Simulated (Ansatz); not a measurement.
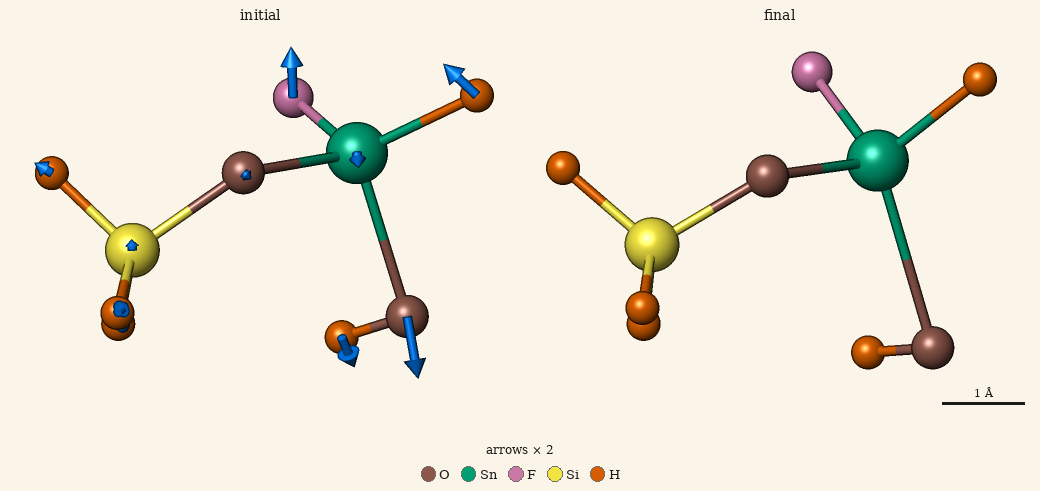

The structure of SnSiH5O2F (multiplicity 3) before (left) and after (right) a relaxation, at one scale. The blue arrows give the displacements, 2 times their true length.

Style: ball-and-stick. Shown at a tilt.

Method: Ansatz, UKS CAM-B3LYP/def2-TZVP.

Input file:
```yaml
crystal:
  periodic: [false, false, false]
  atoms:
    - {symbol: O, position_ang: [-1.182079, -1.563862, 1.429827]}
    - {symbol: Sn, position_ang: [0.737993, -1.432830, 0.479391]}
    - {symbol: F, position_ang: [0.707271, -2.208725, -1.021149]}
    - {symbol: O, position_ang: [0.969352, 0.579939, 0.137287]}
    - {symbol: Si, position_ang: [-0.033952, 1.659024, -0.636763]}
    - {symbol: H, position_ang: [-1.700584, -1.392864, 0.635091]}
    - {symbol: H, position_ang: [1.840657, -1.931161, 1.782314]}
    - {symbol: H, position_ang: [-1.381265, 1.058815, -1.072301]}
    - {symbol: H, position_ang: [-0.177798, 3.049248, 0.131194]}
    - {symbol: H, position_ang: [0.650834, 1.859323, -1.814197]}
basis:
  gaussian: {orbitals: def2-TZVP}
magnetization: {spin_polarized: true, initial_magnetization: 2}
hamiltonian: {xc: {name: CAM-B3LYP}}
relax: {f_tol: 0.001, max_steps: 3}
output: {forces: true}
```

Launched with:
```bash
ansatz run in.yaml --threads 4 --pin off --events-out ev --progress --plain --max-ram 10444MiB
```

Describe what moved and what it gained.

The relaxation stopped without meeting its thresholds, so the last structure isn't shown to be converged. The input was poor on purpose: steps. After 2 geometry steps the energy has fallen by 2.473 eV. The largest force component goes from 9.8 to 1.4 eV/Å. O1 moves most after the best rigid fit: 0.39 Å. By element the largest moves are O 0.39 Å, F 0.32 Å, H 0.29 Å, Sn 0.10 Å, Si 0.07 Å. Among the contacts that change: O1–Sn2 2.146 → 2.448 Å, Sn2–F3 1.690 → 1.898 Å, Si5–H9 1.595 → 1.494 Å, Si5–H10 1.377 → 1.449 Å. Bond angles that change, for instance: F3–Sn2–H7 122.2° → 104.2°, O1–Sn2–H7 102.3° → 114.6°, O1–Sn2–F3 110.4° → 121.1°.
